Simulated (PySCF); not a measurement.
# GeTe (SMILES [Ge][Te]) at PBE/def2-TZVP (core potential)

Aim: the vertical ionisation energy of GeTe at PBE/def2-TZVP (core potential), from 2 runs. Input form: a Python script.

The calculation is run with PySCF 2.14.0.

1 further run of the same task is left out (set aside as unsound or not needed).

## 1. The structure to begin with

GeTe has 2 atoms, charge 0, and is taken as a singlet. As SMILES, `[Ge][Te]`. Geometry: the measured bond length.

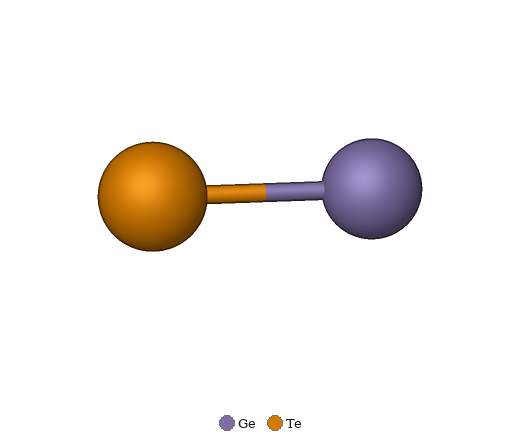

Viewed from a chosen angle; germanium purple, tellurium orange.

## 2. The energy at PBE/def2-TZVP (core potential)

Contents of calc.py:

```python
from pyscf import gto, dft

mol = gto.M(
    atom='Ge 0.000000 0.000000 0.000000; Te 0.000000 0.000000 2.340165',
    ecp={'Te': 'def2-svp'},
    basis='def2-tzvp',
    verbose=4,
    charge=0,
    max_memory=1860,
)

mf = dft.RKS(mol, xc='pbe')
mf.conv_tol = 1e-10
mf.grids.level = 5
mf.kernel()
if not mf.converged:
    mf = mf.newton().run(mf.mo_coeff, mf.mo_occ)

e_final = mf.e_tot
print('E(%s) = %.9f' % ('PBE', e_final))
```

On the command line:

```bash
$ OMP_NUM_THREADS=1 python calc.py
```

What it wrote:

```text
PySCF version 2.14.0

[INPUT] num. atoms = 2
[INPUT] num. electrons = 56
[INPUT] charge = 0
[INPUT] spin (= nelec alpha-beta = 2S) = 0
[INPUT] symmetry False subgroup None
[INPUT] Mole.unit = angstrom
[INPUT] Symbol           X                Y                Z      unit          X                Y                Z       unit  Magmom
[INPUT]  1 Ge     0.000000000000   0.000000000000   0.000000000000 AA    0.000000000000   0.000000000000   0.000000000000 Bohr   0.0
[INPUT]  2 Te     0.000000000000   0.000000000000   2.340165000000 AA    0.000000000000   0.000000000000   4.422270936293 Bohr   0.0

nuclear repulsion = 173.666428643519
number of shells = 32
number of NR pGTOs = 192
number of NR cGTOs = 98
basis = def2-tzvp
ecp = {'Te': 'def2-svp'}

******** <class 'pyscf.dft.rks.RKS'> ********
method = RKS
initial guess = minao
damping factor = 0
level_shift factor = 0
DIIS = <class 'pyscf.scf.diis.CDIIS'>
diis_start_cycle = 1
diis_space = 8
diis_damp = 0
SCF conv_tol = 1e-10
SCF conv_tol_grad = None
SCF max_cycles = 50
direct_scf = True
direct_scf_tol = 1e-13
XC library pyscf.dft.libxc version 7.0.0
    S. Lehtola, C. Steigemann, M. J.T. Oliveira, and M. A.L. Marques.,  SoftwareX 7, 1–5 (2018)
XC functionals = pbe
    J. P. Perdew, K. Burke, and M. Ernzerhof.,  Phys. Rev. Lett. 77, 3865 (1996)
    J. P. Perdew, K. Burke, and M. Ernzerhof.,  Phys. Rev. Lett. 78, 1396 (1997)
    J. P. Perdew, K. Burke, and M. Ernzerhof.,  Phys. Rev. Lett. 77, 3865 (1996)
    J. P. Perdew, K. Burke, and M. Ernzerhof.,  Phys. Rev. Lett. 78, 1396 (1997)
radial grids:
    Treutler-Ahlrichs [JCP 102, 346 (1995); DOI:10.1063/1.469408] (M4) radial grids

becke partition: Becke, JCP 88, 2547 (1988); DOI:10.1063/1.454033
pruning grids: <function nwchem_prune>
grids dens level: 5
symmetrized grids: False
atomic radii adjust function: <function treutler_atomic_radii_adjust>
small_rho_cutoff = 0
Set gradient conv threshold to 1e-05
Initial guess from minao.
tot grids = 91560
init E= -2302.7350644362
  HOMO = -0.650433415904175  LUMO = -0.469702741780371  gap/eV = 4.91793
cycle= 1 E= -2341.82547833627  delta_E= -39.1  |g|= 3.79  |ddm|= 27.7
  HOMO = -0.0325184296464071  LUMO = 0.0290690915855292  gap/eV = 1.67588
cycle= 2 E= -2330.60860567072  delta_E= 11.2  |g|=  8.3  |ddm|= 21.1
  HOMO = -0.136834007545468  LUMO = -0.0496951868960886  gap/eV = 2.37117
cycle= 3 E= -2344.56457015172  delta_E=  -14  |g|= 1.12  |ddm|= 18.5
  HOMO = -0.239017058827919  LUMO = -0.135379016784441  gap/eV = 2.82013
cycle= 4 E= -2343.91897351279  delta_E= 0.646  |g|=  1.4  |ddm|= 1.94
  HOMO = -0.228247126326735  LUMO = -0.129022528882287  gap/eV = 2.70004
cycle= 5 E= -2344.71987207156  delta_E= -0.801  |g|= 0.297  |ddm|= 1.25
  HOMO = -0.221571855803466  LUMO = -0.123873338607678  gap/eV = 2.65851
cycle= 6 E= -2344.71367342994  delta_E= 0.0062  |g|= 0.278  |ddm|= 0.213
  HOMO = -0.226356165126839  LUMO = -0.120257077184312  gap/eV = 2.88710
cycle= 7 E= -2344.74808970758  delta_E= -0.0344  |g|= 0.0318  |ddm|= 0.325
  HOMO = -0.22732960482736  LUMO = -0.119636750242386  gap/eV = 2.93047
cycle= 8 E= -2344.74805803494  delta_E= 3.17e-05  |g|= 0.0327  |ddm|= 0.0405
  HOMO = -0.226814550733154  LUMO = -0.118996227430921  gap/eV = 2.93389
cycle= 9 E= -2344.74831697318  delta_E= -0.000259  |g|= 0.00289  |ddm|= 0.0252
  HOMO = -0.226870450797665  LUMO = -0.118958644430356  gap/eV = 2.93643
cycle= 10 E= -2344.74831993886  delta_E= -2.97e-06  |g|= 0.000816  |ddm|= 0.00447
  HOMO = -0.226830460962103  LUMO = -0.118963333915994  gap/eV = 2.93521
cycle= 11 E= -2344.74832024777  delta_E= -3.09e-07  |g|= 0.000122  |ddm|= 0.0011
  HOMO = -0.226841066039046  LUMO = -0.118973300025222  gap/eV = 2.93523
cycle= 12 E= -2344.74832025063  delta_E= -2.86e-09  |g|= 4.49e-05  |ddm|= 0.000163
  HOMO = -0.226841587903292  LUMO = -0.118972324434545  gap/eV = 2.93527
cycle= 13 E= -2344.74832025149  delta_E= -8.59e-10  |g|= 9.82e-07  |ddm|= 5.46e-05
  HOMO = -0.226841391592716  LUMO = -0.11897208563848  gap/eV = 2.93527
cycle= 14 E= -2344.74832025148  delta_E= 1.36e-12  |g|= 3.23e-07  |ddm|= 2.87e-06
  HOMO = -0.226841447718029  LUMO = -0.118972163981606  gap/eV = 2.93527
Extra cycle  E= -2344.74832025149  delta_E= -1e-11  |g|= 8.24e-07  |ddm|= 1.14e-06
converged SCF energy = -2344.74832025149
E(PBE) = -2344.748320251
```

It took 9.9 s on 1 thread of Arm Neoverse V2, shared host; peak memory 0.47 GiB.

## 3. The doublet cation at the same level

Contents of input.py:

```python
from pyscf import gto, dft

mol = gto.M(
    atom='''
Ge     0.000000     0.000000     0.000000
Te     0.000000     0.000000     4.422271
''',
    ecp={'Te': 'def2-svp'},
    max_memory=1860,
    verbose=3,
    basis='def2-tzvp',
    unit='bohr',
    charge=1,
    spin=1,
)

calc0 = dft.UKS(mol, xc='pbe')
calc0.grids.level = 5
calc0.conv_tol = 1e-10
calc0.kernel()
if not calc0.converged:
    calc0 = calc0.newton().run(calc0.mo_coeff, calc0.mo_occ)

etot = calc0.e_tot
print('Final energy', etot)
```

On the command line:

```bash
$ OMP_NUM_THREADS=1 python input.py
```

What it wrote:

```text
WARN: HOMO -0.452871557822504 >= LUMO -0.452871557822249

WARN: HOMO -0.450995461250159 >= LUMO -0.450766344565472

WARN: HOMO -0.446135630900345 >= LUMO -0.445405171886687

converged SCF energy = -2344.4123295266  <S^2> = 0.75356225  2S+1 = 2.0035591
Final energy -2344.412329526603
```

It took 19 s on 1 thread of Arm Neoverse V2, shared host; peak memory 0.48 GiB.

## 4. Outcome

Level: PBE/def2-TZVP (core potential).

| quantity | value |
| --- | --- |
| singlet GeTe: total energy | -2344.74832 Eh |
| singlet GeTe: dipole moment | 1.00 D |
| singlet GeTe: HOMO energy | -6.17 eV |
| singlet GeTe: LUMO energy | -3.24 eV |
| singlet GeTe: HOMO–LUMO gap | 2.94 eV |
| doublet cation: total energy | -2344.41233 Eh |
| doublet cation: HOMO energy (highest over α and β) | -12.28 eV |
| doublet cation: LUMO energy (lowest over α and β) | -12.13 eV |
| doublet cation: ⟨S²⟩ | 0.754 |
| vertical ionisation energy (to the doublet cation) | 9.143 eV |

In words: The vertical ionisation energy comes to 9.14 eV (211 kcal/mol). The negative HOMO energy of the first species, 6.17 eV, lies 2.97 eV below that difference.
